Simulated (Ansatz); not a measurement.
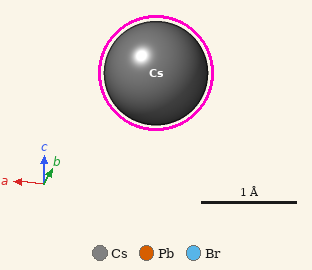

Perfect CsPbBr3. The picture is a ball-and-stick view of the atoms within 3.8 Å of one point, seen from a free direction.

All numbers below come from DFT, PBEsol, PAW, plane waves in Ansatz 0.2.0. Settings: plane-wave cutoff 420 eV; k-point mesh 1 × 1 × 1; mesh shifted by (0.25, 0.25, 0.25); collinear spin. Fermi-Dirac smearing of 0.01 eV. A uniform background neutralises the charged cell. The axes drawn are those of the host's conventional cell.

A caesium atom is replaced by vanadium at the ringed place, in charge state +1. The supercell has 40 sites, and the atoms are relaxed at the host's cell.

### Predict the relaxed surroundings of the defect.

In the host the Cs atom has ; the V atom ends with 5 Br at 2.51 to 2.57 Å. Of the host's atoms, a bromine atom moves furthest from its site, by 1.22 Å. The V atom itself moves 2.40 Å from where it was put. The cell's net moment is 1.00 μB.

The relaxed defect, seen from the same direction:

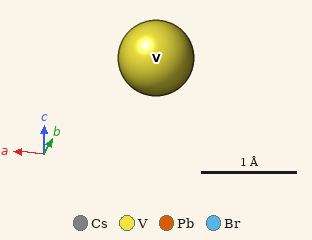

Limits of the set-up: the cell is charged, on a uniform background, and energies carry no finite-size correction.
